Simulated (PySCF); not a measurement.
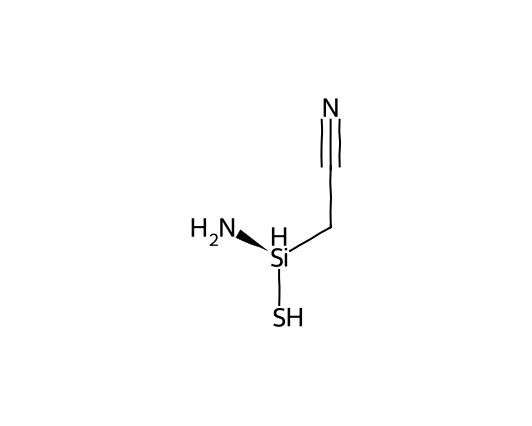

Skeletal drawing of a molecule.

> Give its SMILES.

N#CC[Si@H](N)S

> Give the formula, hydrogens included.

C2H6N2SSi.

> An optimisation with PBE0-D3(BJ)/def2-SVP gave a structure of which point group?

C1.

The parts below concern this one geometry. Atoms keep their numbers from picture to picture. The geometry was computed by an optimisation with PBE0-D3(BJ)/def2-SVP. No frequency run is at hand to confirm it as a minimum.

## Geometry

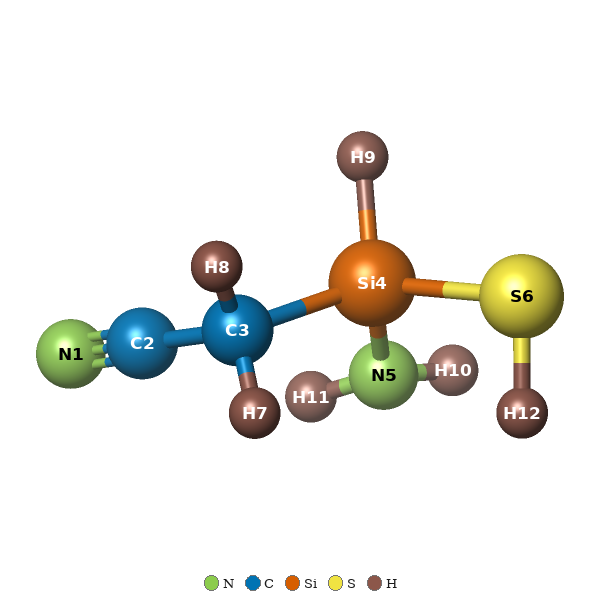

No frequency run is at hand to confirm it as a minimum.

> Describe the coordination of atom 6.

S6 has 2 neighbours (Si4 at 2.14, H12 at 1.35 Å); the arrangement is bent.

> Describe the coordination of atom 3.

C3 has 4 neighbours (C2 at 1.45, Si4 at 1.91, H7 at 1.10, H8 at 1.10 Å); the arrangement is tetrahedral.

> What is the geometry at Si4?

Si4 has 4 neighbours (C3 at 1.91, N5 at 1.72, S6 at 2.14, H9 at 1.49 Å); the arrangement is tetrahedral.

> What is the geometry at C2?

C2 has 2 neighbours (N1 at 1.16, C3 at 1.45 Å); the arrangement is linear.

> What is the dihedral angle C2–C3–Si4–S6?

168° in size, that is anti.

## Excitation

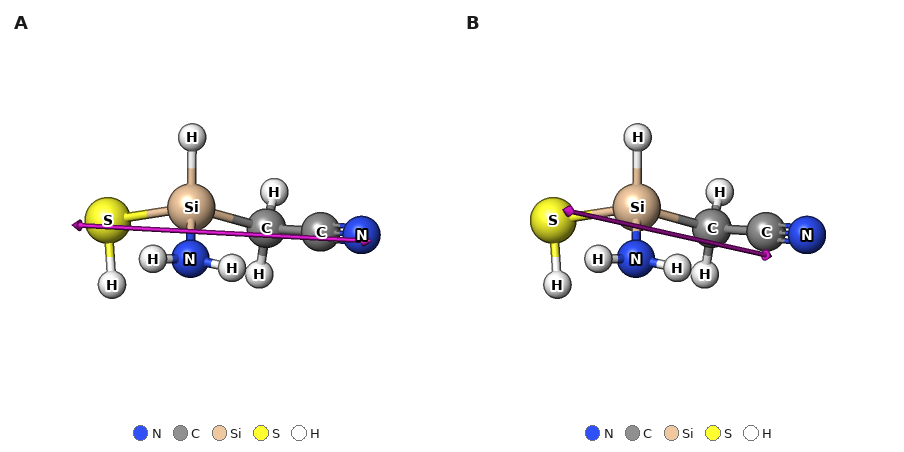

The double arrows show the directions of two transition dipoles from the ground state (lengths mean nothing). No frequency run is at hand to confirm it as a minimum. Level of theory: TDDFT CAM-B3LYP/def2-SVPD, vertical, gas phase, core orbitals frozen in the response (PySCF 2.14.0).

> One belongs to singlet state 2 and one to singlet state 9. Which is which?

A: state 9, 7.75 eV (160 nm), oscillator strength 0.039, of mixed character, with the largest part HOMO−2 → LUMO+1 (weight 0.22).
B: state 2, 6.80 eV (182 nm), oscillator strength 0.059, mainly HOMO → LUMO+1 (weight 0.55).

## Core levels

No frequency run is at hand to confirm it as a minimum. Properties computed with delta-SCF UKS SCAN, pcX-1 on the ionised atom, pcseg-1 elsewhere, spin-free X2C (PySCF 2.14.0).

Give the core-electron binding energies (to vacuum; p and d levels without spin–orbit splitting) of N1 1s, C2 1s, C3 1s, Si4 1s, Si4 2p, N5 1s, S6 1s, S6 2p.

```tsv
atom	level	binding energy (eV)
N1	1s	405.0
C2	1s	292.4
C3	1s	291.9
Si4	1s	1847.8
Si4	2p	108.2
N5	1s	405.2
S6	1s	2477.4
S6	2p	170.1
```

## Polarisability

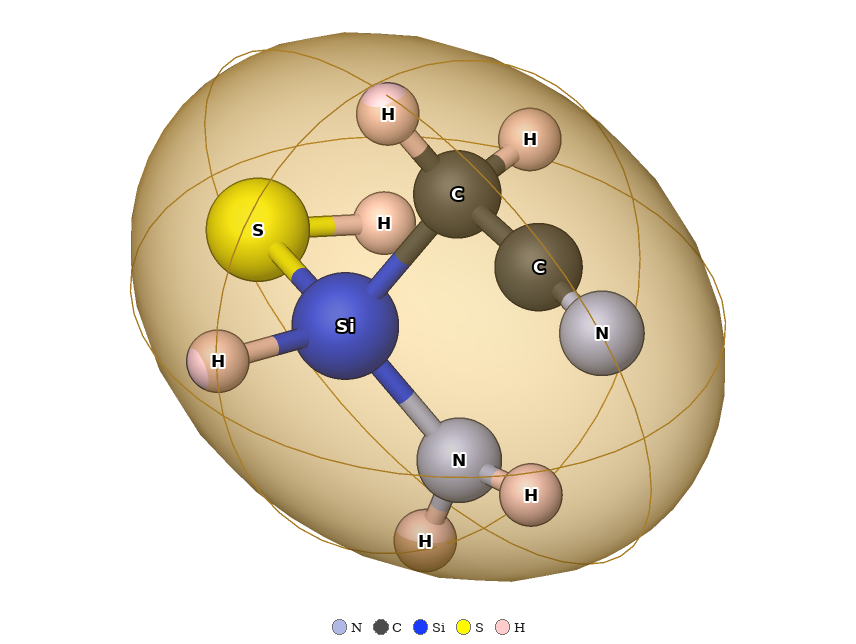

The ellipsoid shows the static dipole polarisability: its half-axes are proportional to the principal values. No frequency run is at hand to confirm it as a minimum. Level of theory: PBE0/6-31+G* (PySCF 2.14.0).

> Give the principal values, the mean and the anisotropy.

Principal values 63.3, 66.6, 101.2 bohr³; mean 77.0 bohr³ (11.41 Å³); anisotropy 36.3 bohr³, so the longest axis is 1.60 times the shortest.
